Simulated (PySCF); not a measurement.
**C₃H₃F: NMR shifts at several levels of theory, part 1 of 2**

How much do the NMR shifts of C₃H₃F (`FC1=CC1`) depend on the level of theory, and what does each level cost?

The runs use PySCF 2.14.0, with density-fitted response routines of our own; the level of theory stands in each step. All values are computed, except where a source is named. Atoms are numbered from 0 throughout.

## Step 1: The molecule as given

7 atoms, charge 0, multiplicity 1; geometry from: PBE0-D3(BJ)/def2-SVP.

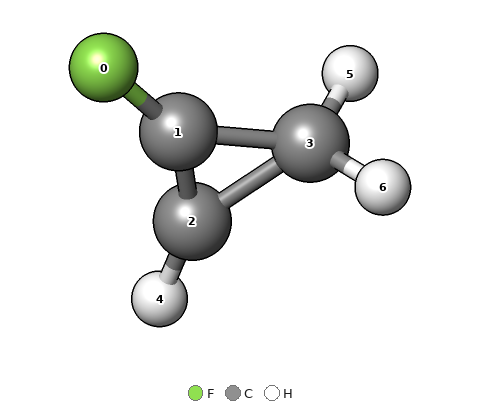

As it starts; fluorine green, carbon grey, hydrogen white, atoms numbered; sticks join atoms by distance.

## Step 2: NMR shieldings: HF/pcSseg-2

The job: settings as JSON, then the geometry in Å.

```
{"job": {"kind": "nmr", "xc": "HF", "basis": "pcSseg-2", "pop": false}, "charge": 0, "multiplicity": 1}
F     -0.512073     2.046432    -0.130295
C     -0.316875     0.758637    -0.057797
C     -0.812781    -0.430993    -0.033141
C      0.721768    -0.271719     0.043767
H     -1.620745    -1.154417    -0.041322
H      1.336619    -0.533080    -0.833466
H      1.234528    -0.453648     1.002905
```

Method: GIAO HF/pcSseg-2 NMR shielding, non-relativistic, gas phase.

Started as:

```
$ OMP_NUM_THREADS=1 python probes_run.py task.json out
```

The driver reads the jobs from task.json and runs them one after another.

What it wrote:

```text
final grid: 61344 points
cycle   1  E = -214.6814520529  dE =  1.032e+00  |g| = 4.992e-01  |ddm| = 2.013e+00
cycle   2  E = -214.7321260286  dE = -5.067e-02  |g| = 2.529e-01  |ddm| = 3.837e-01
cycle   3  E = -214.7433968561  dE = -1.127e-02  |g| = 6.209e-02  |ddm| = 1.868e-01
cycle   4  E = -214.7445490721  dE = -1.152e-03  |g| = 1.287e-02  |ddm| = 7.148e-02
cycle   5  E = -214.7446138775  dE = -6.481e-05  |g| = 3.592e-03  |ddm| = 1.883e-02
cycle   6  E = -214.7446222450  dE = -8.367e-06  |g| = 1.416e-03  |ddm| = 8.271e-03
cycle   7  E = -214.7446236582  dE = -1.413e-06  |g| = 4.111e-04  |ddm| = 3.963e-03
cycle   8  E = -214.7446238343  dE = -1.761e-07  |g| = 1.705e-04  |ddm| = 1.028e-03
cycle   9  E = -214.7446238568  dE = -2.243e-08  |g| = 7.234e-05  |ddm| = 2.774e-04
cycle  10  E = -214.7446238624  dE = -5.623e-09  |g| = 2.923e-05  |ddm| = 1.592e-04
cycle  11  E = -214.7446238630  dE = -6.727e-10  |g| = 8.794e-06  |ddm| = 6.731e-05
converged SCF energy = -214.7446238630

GIAO shielding tensors (ppm)
atom      isotropic    diamagn.    paramagn.     s11        s22        s33       span
  0 F      357.049     465.497    -108.447    223.599    328.776    518.773    295.174
  1 C       40.629     254.022    -213.393   -112.618     88.346    146.159    258.778
  2 C      116.568     258.408    -141.840     13.587    150.603    185.515    171.929
  3 C      175.894     241.845     -65.951    142.334    161.198    224.150     81.816
  4 H       26.115      30.212      -4.097     23.355     24.281     30.709      7.353
  5 H       29.596      29.776      -0.180     24.331     26.925     37.533     13.202
  6 H       29.589      29.805      -0.216     24.319     26.925     37.523     13.204
```

It took 9.5 s on 1 thread of Arm Neoverse N1, shared host; peak memory 0.77 GiB.

Shifts follow as δ = σ(reference) − σ, with reference shieldings (ppm) from runs at the same level and on the same kind of geometry: 1H TMS 31.68, 13C TMS 191.5, 19F CFCl3 245.3. The references are single molecules in the gas phase, so shifts against H2O, NH3, PH3, H3PO4 or CFCl3 are not on the usual liquid scales and can be off by tens of ppm. Atoms listed in one row are averaged.

```csv
atoms,environment,σ (ppm),δ (ppm)
C1,fully substituted alkene carbon,40.6,150.8
C2,alkene CH,116.6,74.9
C3,three-membered-ring carbon,175.9,15.6
H4,hydrogen on an alkene CH,26.11,5.57
"H5, H6",hydrogen on a three-membered-ring carbon,29.59,2.09
F0,vinylic fluorine,357.0,-111.8
```

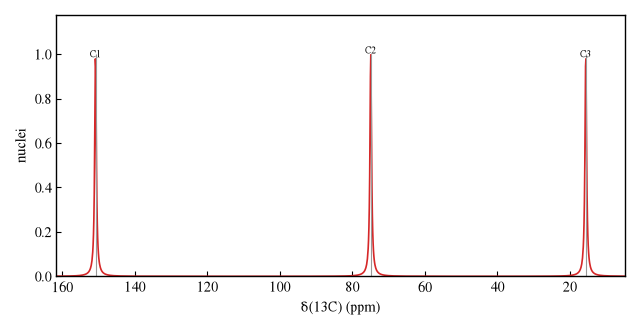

13C lines at the computed shifts, without couplings. Lines are broadened to a width of 0.54 ppm (Lorentzian).

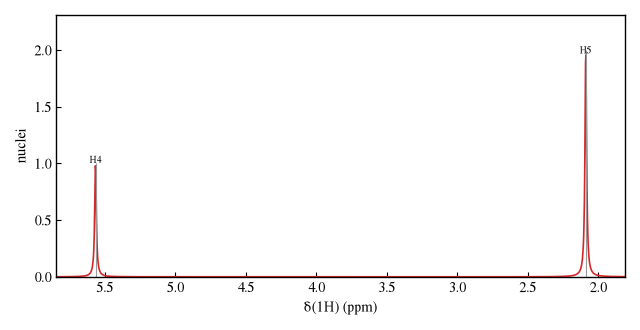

1H lines at the computed shifts, without couplings. Lines are broadened to a width of 0.01 ppm (Lorentzian).

Ring of atoms C1, C2, C3: NICS(0) -32.5, NICS(1) -5.6, NICS(1)zz -11.7 ppm (means of both faces).

In rings of three or four atoms NICS is ruled by the nearby σ bonds, so it says little on aromaticity.

## Step 3: Nuclear shieldings: LDA/pcSseg-2

Settings changed since step 2:

```diff
@@ -1,2 +1,2 @@
-{"job": {"kind": "nmr", "xc": "HF", "basis": "pcSseg-2", "pop": false}, "charge": 0, "multiplicity": 1}
+{"job": {"kind": "nmr", "xc": "LDA", "basis": "pcSseg-2", "pop": false}, "charge": 0, "multiplicity": 1}
 F     -0.512073     2.046432    -0.130295
```

Level: GIAO LDA/pcSseg-2 NMR shielding, non-relativistic, gas phase.

What it wrote:

```text
coarse grid: 6208 points
cycle   1  E = -214.1827521089  dE =  5.663e-01  |g| = 5.212e-01  |ddm| = 2.262e+00
cycle   2  E = -214.0843983576  dE =  9.835e-02  |g| = 8.265e-01  |ddm| = 9.794e-01
cycle   3  E = -214.2238866406  dE = -1.395e-01  |g| = 2.479e-01  |ddm| = 6.756e-01
cycle   4  E = -214.2389613860  dE = -1.507e-02  |g| = 5.976e-02  |ddm| = 2.051e-01
cycle   5  E = -214.2395523482  dE = -5.910e-04  |g| = 1.973e-02  |ddm| = 3.906e-02
cycle   6  E = -214.2396313838  dE = -7.904e-05  |g| = 4.736e-03  |ddm| = 1.736e-02
cycle   7  E = -214.2396356198  dE = -4.236e-06  |g| = 1.618e-03  |ddm| = 3.441e-03
final grid: 61344 points
cycle   8  E = -214.2363556447  dE = -5.459e-05  |g| = 4.773e-03  |ddm| = 2.849e-02
cycle   9  E = -214.2363423897  dE =  1.325e-05  |g| = 9.113e-03  |ddm| = 7.541e-03
cycle  10  E = -214.2363601891  dE = -1.780e-05  |g| = 1.103e-03  |ddm| = 5.409e-03
cycle  11  E = -214.2363603945  dE = -2.055e-07  |g| = 5.567e-04  |ddm| = 1.010e-03
cycle  12  E = -214.2363604630  dE = -6.850e-08  |g| = 2.241e-04  |ddm| = 5.074e-04
cycle  13  E = -214.2363604724  dE = -9.358e-09  |g| = 2.618e-05  |ddm| = 1.518e-04
cycle  14  E = -214.2363604725  dE = -1.212e-10  |g| = 1.472e-05  |ddm| = 3.961e-05
converged SCF energy = -214.2363604725

GIAO shielding tensors (ppm)
atom      isotropic    diamagn.    paramagn.     s11        s22        s33       span
  0 F      299.043     466.181    -167.137    147.118    247.575    502.437    355.319
  1 C       16.813     253.100    -236.287   -116.874     47.398    119.915    236.789
  2 C      105.391     258.753    -153.361     15.383    134.843    165.947    150.564
  3 C      156.044     245.900     -89.857    119.565    146.523    202.043     82.478
  4 H       25.880      30.263      -4.383     23.407     24.661     29.571      6.164
  5 H       28.628      29.257      -0.629     23.926     26.403     35.556     11.630
  6 H       28.620      29.272      -0.652     23.910     26.403     35.546     11.636
```

Wall time 19 s (1 thread of Arm Neoverse N1, shared host); peak memory 0.76 GiB.

In short: δ C1 163.5, C2 74.9, C3 24.2, F0 -160.8, H4 4.89, H5 2.15 ppm (means over like atoms).

## Step 4: Shielding tensors: PBE/pcSseg-2

Settings changed since step 3:

```diff
@@ -1,2 +1,2 @@
-{"job": {"kind": "nmr", "xc": "LDA", "basis": "pcSseg-2", "pop": false}, "charge": 0, "multiplicity": 1}
+{"job": {"kind": "nmr", "xc": "PBE", "basis": "pcSseg-2", "pop": false}, "charge": 0, "multiplicity": 1}
 F     -0.512073     2.046432    -0.130295
```

Method: GIAO PBE/pcSseg-2 NMR shielding, non-relativistic, gas phase.

What it wrote:

```text
coarse grid: 6208 points
cycle   1  E = -215.6410913653  dE =  5.799e-01  |g| = 5.190e-01  |ddm| = 1.957e+00
cycle   2  E = -215.5538351321  dE =  8.726e-02  |g| = 8.041e-01  |ddm| = 9.851e-01
cycle   3  E = -215.6833706266  dE = -1.295e-01  |g| = 2.245e-01  |ddm| = 6.568e-01
cycle   4  E = -215.6956532178  dE = -1.228e-02  |g| = 6.109e-02  |ddm| = 1.919e-01
cycle   5  E = -215.6963131114  dE = -6.599e-04  |g| = 1.950e-02  |ddm| = 4.124e-02
cycle   6  E = -215.6963890331  dE = -7.592e-05  |g| = 4.535e-03  |ddm| = 1.614e-02
cycle   7  E = -215.6963927471  dE = -3.714e-06  |g| = 1.659e-03  |ddm| = 3.344e-03
final grid: 61344 points
cycle   8  E = -215.6980644751  dE = -7.229e-05  |g| = 1.031e-02  |ddm| = 3.210e-02
cycle   9  E = -215.6980110971  dE =  5.338e-05  |g| = 1.930e-02  |ddm| = 1.724e-02
cycle  10  E = -215.6980876883  dE = -7.659e-05  |g| = 2.402e-03  |ddm| = 1.079e-02
cycle  11  E = -215.6980886595  dE = -9.713e-07  |g| = 4.527e-04  |ddm| = 2.341e-03
cycle  12  E = -215.6980886679  dE = -8.409e-09  |g| = 3.761e-04  |ddm| = 4.775e-04
cycle  13  E = -215.6980887038  dE = -3.589e-08  |g| = 4.814e-05  |ddm| = 2.610e-04
cycle  14  E = -215.6980887043  dE = -4.202e-10  |g| = 2.678e-05  |ddm| = 6.297e-05
converged SCF energy = -215.6980887043

GIAO shielding tensors (ppm)
atom      isotropic    diamagn.    paramagn.     s11        s22        s33       span
  0 F      297.312     466.987    -169.674    146.374    255.117    490.446    344.073
  1 C       22.064     254.300    -232.236   -106.230     51.570    120.851    227.081
  2 C      108.314     259.773    -151.460     22.540    136.517    165.884    143.343
  3 C      155.312     247.109     -91.796    120.656    144.519    200.763     80.107
  4 H       26.309      30.356      -4.047     23.876     25.176     29.875      5.999
  5 H       29.023      29.895      -0.872     24.358     26.915     35.796     11.438
  6 H       29.014      29.919      -0.904     24.342     26.915     35.786     11.445
```

It took 23 s on 1 thread of Arm Neoverse N1, shared host; peak memory 0.7 GiB.

This run: δ C1 157.3, C2 71.1, C3 24.1, F0 -154.4, H4 4.87, H5 2.16 ppm (means over like atoms).

## Step 5: Nuclear shieldings: BLYP/pcSseg-2

Settings changed since step 4:

```diff
@@ -1,2 +1,2 @@
-{"job": {"kind": "nmr", "xc": "PBE", "basis": "pcSseg-2", "pop": false}, "charge": 0, "multiplicity": 1}
+{"job": {"kind": "nmr", "xc": "BLYP", "basis": "pcSseg-2", "pop": false}, "charge": 0, "multiplicity": 1}
 F     -0.512073     2.046432    -0.130295
```

With the program's defaults for keys left out, this is: GIAO BLYP/pcSseg-2 NMR shielding, non-relativistic, gas phase.

What it wrote:

```text
coarse grid: 6208 points
cycle   1  E = -215.8224668073  dE =  5.801e-01  |g| = 5.527e-01  |ddm| = 1.941e+00
cycle   2  E = -215.7213947597  dE =  1.011e-01  |g| = 8.706e-01  |ddm| = 1.096e+00
cycle   3  E = -215.8717095317  dE = -1.503e-01  |g| = 2.141e-01  |ddm| = 7.328e-01
cycle   4  E = -215.8826017901  dE = -1.089e-02  |g| = 7.040e-02  |ddm| = 1.938e-01
cycle   5  E = -215.8835220226  dE = -9.202e-04  |g| = 2.166e-02  |ddm| = 4.786e-02
cycle   6  E = -215.8836132574  dE = -9.123e-05  |g| = 5.495e-03  |ddm| = 1.790e-02
cycle   7  E = -215.8836186702  dE = -5.413e-06  |g| = 1.939e-03  |ddm| = 4.024e-03
final grid: 61344 points
cycle   8  E = -215.8874927989  dE = -6.491e-05  |g| = 8.537e-03  |ddm| = 3.119e-02
cycle   9  E = -215.8874526948  dE =  4.010e-05  |g| = 1.668e-02  |ddm| = 1.356e-02
cycle  10  E = -215.8875073050  dE = -5.461e-05  |g| = 1.694e-03  |ddm| = 9.467e-03
cycle  11  E = -215.8875077502  dE = -4.452e-07  |g| = 5.823e-04  |ddm| = 1.735e-03
cycle  12  E = -215.8875077929  dE = -4.270e-08  |g| = 3.835e-04  |ddm| = 5.674e-04
cycle  13  E = -215.8875078295  dE = -3.658e-08  |g| = 6.157e-05  |ddm| = 2.799e-04
cycle  14  E = -215.8875078303  dE = -8.033e-10  |g| = 2.978e-05  |ddm| = 8.130e-05
converged SCF energy = -215.8875078303

GIAO shielding tensors (ppm)
atom      isotropic    diamagn.    paramagn.     s11        s22        s33       span
  0 F      297.453     467.863    -170.410    147.910    257.870    486.577    338.668
  1 C       16.657     252.863    -236.206   -114.002     47.611    116.363    230.365
  2 C      104.220     258.256    -154.037     18.959    131.219    162.481    143.521
  3 C      151.040     244.963     -93.923    116.299    139.756    197.064     80.765
  4 H       26.443      30.575      -4.132     24.149     25.417     29.764      5.615
  5 H       29.173      30.005      -0.832     24.569     27.206     35.745     11.176
  6 H       29.165      30.024      -0.859     24.552     27.205     35.736     11.183
```

Run time: 23 s. Hardware: 1 thread of Arm Neoverse N1, shared host; peak memory 0.7 GiB.

This run: δ C1 158.3, C2 70.8, C3 24.0, F0 -154.3, H4 4.93, H5 2.21 ppm (means over like atoms).

## Step 6: NMR shieldings: BP86/pcSseg-2

Settings changed since step 5:

```diff
@@ -1,2 +1,2 @@
-{"job": {"kind": "nmr", "xc": "BLYP", "basis": "pcSseg-2", "pop": false}, "charge": 0, "multiplicity": 1}
+{"job": {"kind": "nmr", "xc": "BP86", "basis": "pcSseg-2", "pop": false}, "charge": 0, "multiplicity": 1}
 F     -0.512073     2.046432    -0.130295
```

Level: GIAO BP86/pcSseg-2 NMR shielding, non-relativistic, gas phase.

What it wrote:

```text
coarse grid: 6208 points
cycle   1  E = -215.8854507603  dE =  5.809e-01  |g| = 5.214e-01  |ddm| = 1.966e+00
cycle   2  E = -215.8025485613  dE =  8.290e-02  |g| = 8.016e-01  |ddm| = 9.378e-01
cycle   3  E = -215.9278597332  dE = -1.253e-01  |g| = 2.164e-01  |ddm| = 6.317e-01
cycle   4  E = -215.9392716233  dE = -1.141e-02  |g| = 6.216e-02  |ddm| = 1.860e-01
cycle   5  E = -215.9399677469  dE = -6.961e-04  |g| = 2.005e-02  |ddm| = 4.095e-02
cycle   6  E = -215.9400467648  dE = -7.902e-05  |g| = 4.443e-03  |ddm| = 1.597e-02
cycle   7  E = -215.9400502471  dE = -3.482e-06  |g| = 1.725e-03  |ddm| = 3.223e-03
final grid: 61344 points
cycle   8  E = -215.9408486667  dE = -6.827e-05  |g| = 5.139e-03  |ddm| = 3.341e-02
cycle   9  E = -215.9408351672  dE =  1.350e-05  |g| = 8.842e-03  |ddm| = 9.125e-03
cycle  10  E = -215.9408542282  dE = -1.906e-05  |g| = 1.723e-03  |ddm| = 6.121e-03
cycle  11  E = -215.9408548966  dE = -6.684e-07  |g| = 5.509e-04  |ddm| = 1.435e-03
cycle  12  E = -215.9408549255  dE = -2.888e-08  |g| = 2.559e-04  |ddm| = 5.635e-04
cycle  13  E = -215.9408549713  dE = -4.575e-08  |g| = 3.778e-05  |ddm| = 1.779e-04
cycle  14  E = -215.9408549715  dE = -2.091e-10  |g| = 2.206e-05  |ddm| = 4.763e-05
converged SCF energy = -215.9408549715

GIAO shielding tensors (ppm)
atom      isotropic    diamagn.    paramagn.     s11        s22        s33       span
  0 F      299.292     466.118    -166.826    148.822    256.619    492.435    343.613
  1 C       22.277     254.258    -231.981   -105.591     51.731    120.692    226.282
  2 C      108.203     259.054    -150.852     22.702    136.061    165.845    143.143
  3 C      154.984     246.164     -91.180    120.349    143.954    200.650     80.301
  4 H       26.353      30.463      -4.111     23.923     25.236     29.898      5.975
  5 H       29.086      29.800      -0.713     24.438     27.003     35.818     11.380
  6 H       29.078      29.821      -0.743     24.423     27.003     35.808     11.386
```

It took 23 s on 1 thread of Arm Neoverse N1, shared host; peak memory 0.7 GiB.

Key values: δ C1 156.9, C2 71.0, C3 24.2, F0 -155.3, H4 4.88, H5 2.15 ppm (means over like atoms).

## Step 7: NMR shieldings: OPBE/pcSseg-2

Settings changed since step 6:

```diff
@@ -1,2 +1,2 @@
-{"job": {"kind": "nmr", "xc": "BP86", "basis": "pcSseg-2", "pop": false}, "charge": 0, "multiplicity": 1}
+{"job": {"kind": "nmr", "xc": "OPBE", "basis": "pcSseg-2", "pop": false}, "charge": 0, "multiplicity": 1}
 F     -0.512073     2.046432    -0.130295
```

With the program's defaults for keys left out, this is: GIAO OPBE/pcSseg-2 NMR shielding, non-relativistic, gas phase.

What it wrote:

```text
coarse grid: 6208 points
cycle   1  E = -215.8004561039  dE =  5.763e-01  |g| = 5.076e-01  |ddm| = 1.947e+00
cycle   2  E = -215.7382737121  dE =  6.218e-02  |g| = 7.394e-01  |ddm| = 1.013e+00
cycle   3  E = -215.8430059711  dE = -1.047e-01  |g| = 1.837e-01  |ddm| = 6.414e-01
cycle   4  E = -215.8508888257  dE = -7.883e-03  |g| = 6.502e-02  |ddm| = 1.638e-01
cycle   5  E = -215.8517435160  dE = -8.547e-04  |g| = 2.004e-02  |ddm| = 4.794e-02
cycle   6  E = -215.8518230571  dE = -7.954e-05  |g| = 4.262e-03  |ddm| = 1.505e-02
cycle   7  E = -215.8518263334  dE = -3.276e-06  |g| = 1.573e-03  |ddm| = 3.449e-03
final grid: 61344 points
cycle   8  E = -215.8449587991  dE = -1.685e-04  |g| = 1.353e-02  |ddm| = 7.393e-02
cycle   9  E = -215.8448899883  dE =  6.881e-05  |g| = 2.317e-02  |ddm| = 2.737e-02
cycle  10  E = -215.8449820070  dE = -9.202e-05  |g| = 5.697e-03  |ddm| = 1.863e-02
cycle  11  E = -215.8449903270  dE = -8.320e-06  |g| = 7.761e-04  |ddm| = 3.807e-03
cycle  12  E = -215.8449903977  dE = -7.065e-08  |g| = 4.303e-04  |ddm| = 6.661e-04
cycle  13  E = -215.8449904410  dE = -4.336e-08  |g| = 5.704e-05  |ddm| = 3.231e-04
cycle  14  E = -215.8449904415  dE = -4.221e-10  |g| = 3.635e-05  |ddm| = 7.005e-05
cycle  15  E = -215.8449904418  dE = -3.072e-10  |g| = 4.641e-06  |ddm| = 3.103e-05
converged SCF energy = -215.8449904418

GIAO shielding tensors (ppm)
atom      isotropic    diamagn.    paramagn.     s11        s22        s33       span
  0 F      301.341     468.339    -166.998    151.897    265.057    487.068    335.171
  1 C       33.796     257.228    -223.432    -86.640     59.927    128.101    214.741
  2 C      115.564     262.883    -147.319     33.045    143.705    169.941    136.896
  3 C      159.912     251.657     -91.745    126.605    148.974    204.157     77.551
  4 H       26.388      30.230      -3.842     23.819     25.187     30.157      6.339
  5 H       29.071      30.305      -1.234     24.384     26.860     35.969     11.585
  6 H       29.062      30.340      -1.278     24.368     26.859     35.960     11.591
```

It took 24 s on 1 thread of Arm Neoverse N1, shared host; peak memory 0.7 GiB.

Key values: δ C1 150.6, C2 68.9, C3 24.5, F0 -146.2, H4 4.81, H5 2.13 ppm (means over like atoms).

## Step 8: Shielding tensors: KT2/pcSseg-2

Settings changed since step 7:

```diff
@@ -1,2 +1,2 @@
-{"job": {"kind": "nmr", "xc": "OPBE", "basis": "pcSseg-2", "pop": false}, "charge": 0, "multiplicity": 1}
+{"job": {"kind": "nmr", "xc": "KT2", "basis": "pcSseg-2", "pop": false}, "charge": 0, "multiplicity": 1}
 F     -0.512073     2.046432    -0.130295
```

With the program's defaults for keys left out, this is: GIAO KT2/pcSseg-2 NMR shielding, non-relativistic, gas phase.

What it wrote:

```text
coarse grid: 6208 points
cycle   1  E = -219.2254345358  dE =  6.064e-01  |g| = 5.886e-01  |ddm| = 2.158e+00
cycle   2  E = -219.1447066055  dE =  8.073e-02  |g| = 8.999e-01  |ddm| = 1.092e+00
cycle   3  E = -219.2837086236  dE = -1.390e-01  |g| = 1.283e-01  |ddm| = 7.254e-01
cycle   4  E = -219.2868086634  dE = -3.100e-03  |g| = 4.781e-02  |ddm| = 1.158e-01
cycle   5  E = -219.2872718159  dE = -4.632e-04  |g| = 2.381e-02  |ddm| = 4.478e-02
cycle   6  E = -219.2873979508  dE = -1.261e-04  |g| = 5.424e-03  |ddm| = 1.807e-02
cycle   7  E = -219.2874041724  dE = -6.222e-06  |g| = 1.869e-03  |ddm| = 4.971e-03
final grid: 61344 points
cycle   8  E = -219.2933493542  dE = -2.350e-04  |g| = 2.229e-02  |ddm| = 2.071e-01
cycle   9  E = -219.2930892315  dE =  2.601e-04  |g| = 4.521e-02  |ddm| = 3.400e-02
cycle  10  E = -219.2934235671  dE = -3.343e-04  |g| = 4.497e-03  |ddm| = 2.430e-02
cycle  11  E = -219.2934283362  dE = -4.769e-06  |g| = 1.288e-03  |ddm| = 4.092e-03
cycle  12  E = -219.2934286809  dE = -3.447e-07  |g| = 4.446e-04  |ddm| = 1.101e-03
cycle  13  E = -219.2934287315  dE = -5.063e-08  |g| = 7.786e-05  |ddm| = 4.919e-04
cycle  14  E = -219.2934287328  dE = -1.269e-09  |g| = 3.437e-05  |ddm| = 8.481e-05
cycle  15  E = -219.2934287331  dE = -2.987e-10  |g| = 3.204e-06  |ddm| = 2.470e-05
converged SCF energy = -219.2934287331

GIAO shielding tensors (ppm)
atom      isotropic    diamagn.    paramagn.     s11        s22        s33       span
  0 F      300.057     465.664    -165.607    146.313    269.745    484.113    337.800
  1 C       32.375     256.068    -223.693    -88.375     58.112    127.388    215.764
  2 C      116.236     260.435    -144.200     38.816    141.256    168.635    129.819
  3 C      157.490     247.247     -89.757    124.468    147.440    200.561     76.094
  4 H       26.327      29.741      -3.414     23.941     25.084     29.956      6.015
  5 H       28.941      29.795      -0.853     24.164     26.923     35.737     11.573
  6 H       28.932      29.826      -0.894     24.147     26.923     35.727     11.580
```

It took 24 s on 1 thread of Arm Neoverse N1, shared host; peak memory 0.7 GiB.

Key values: δ C1 149.9, C2 66.0, C3 24.8, F0 -163.7, H4 4.85, H5 2.24 ppm (means over like atoms).

## Step 9: NMR shieldings: KT3/pcSseg-2

Settings changed since step 8:

```diff
@@ -1,2 +1,2 @@
-{"job": {"kind": "nmr", "xc": "KT2", "basis": "pcSseg-2", "pop": false}, "charge": 0, "multiplicity": 1}
+{"job": {"kind": "nmr", "xc": "KT3", "basis": "pcSseg-2", "pop": false}, "charge": 0, "multiplicity": 1}
 F     -0.512073     2.046432    -0.130295
```

Level: GIAO KT3/pcSseg-2 NMR shielding, non-relativistic, gas phase.

What it wrote:

```text
coarse grid: 6208 points
cycle   1  E = -218.9522440193  dE =  6.002e-01  |g| = 5.951e-01  |ddm| = 2.058e+00
cycle   2  E = -218.8704942949  dE =  8.175e-02  |g| = 9.009e-01  |ddm| = 1.248e+00
cycle   3  E = -219.0131870095  dE = -1.427e-01  |g| = 1.267e-01  |ddm| = 8.488e-01
cycle   4  E = -219.0161395015  dE = -2.952e-03  |g| = 5.068e-02  |ddm| = 1.140e-01
cycle   5  E = -219.0166679572  dE = -5.285e-04  |g| = 2.444e-02  |ddm| = 4.853e-02
cycle   6  E = -219.0168014238  dE = -1.335e-04  |g| = 5.338e-03  |ddm| = 1.787e-02
cycle   7  E = -219.0168072878  dE = -5.864e-06  |g| = 1.836e-03  |ddm| = 5.038e-03
final grid: 61344 points
cycle   8  E = -219.0196810035  dE = -2.106e-04  |g| = 2.025e-02  |ddm| = 1.686e-01
cycle   9  E = -219.0194857396  dE =  1.953e-04  |g| = 3.987e-02  |ddm| = 3.238e-02
cycle  10  E = -219.0197347948  dE = -2.491e-04  |g| = 4.562e-03  |ddm| = 2.398e-02
cycle  11  E = -219.0197400471  dE = -5.252e-06  |g| = 9.292e-04  |ddm| = 3.418e-03
cycle  12  E = -219.0197401889  dE = -1.419e-07  |g| = 4.056e-04  |ddm| = 7.210e-04
cycle  13  E = -219.0197402297  dE = -4.079e-08  |g| = 7.036e-05  |ddm| = 3.153e-04
cycle  14  E = -219.0197402309  dE = -1.183e-09  |g| = 2.489e-05  |ddm| = 8.067e-05
cycle  15  E = -219.0197402311  dE = -1.503e-10  |g| = 2.446e-06  |ddm| = 2.958e-05
converged SCF energy = -219.0197402311

GIAO shielding tensors (ppm)
atom      isotropic    diamagn.    paramagn.     s11        s22        s33       span
  0 F      301.086     468.099    -167.013    150.396    275.405    477.457    327.060
  1 C       33.911     256.705    -222.794    -84.945     59.303    127.376    212.321
  2 C      115.959     261.624    -145.665     39.067    140.873    167.935    128.868
  3 C      156.641     249.059     -92.417    124.087    145.979    199.858     75.772
  4 H       26.501      29.887      -3.387     24.122     25.308     30.072      5.950
  5 H       29.116      30.287      -1.171     24.404     27.110     35.835     11.430
  6 H       29.108      30.324      -1.216     24.388     27.110     35.826     11.438
```

It took 24 s on 1 thread of Arm Neoverse N1, shared host; peak memory 0.7 GiB.

In short: δ C1 147.4, C2 65.4, C3 24.7, F0 -154.2, H4 4.85, H5 2.24 ppm (means over like atoms).

(Continued in part 2 of 2.)
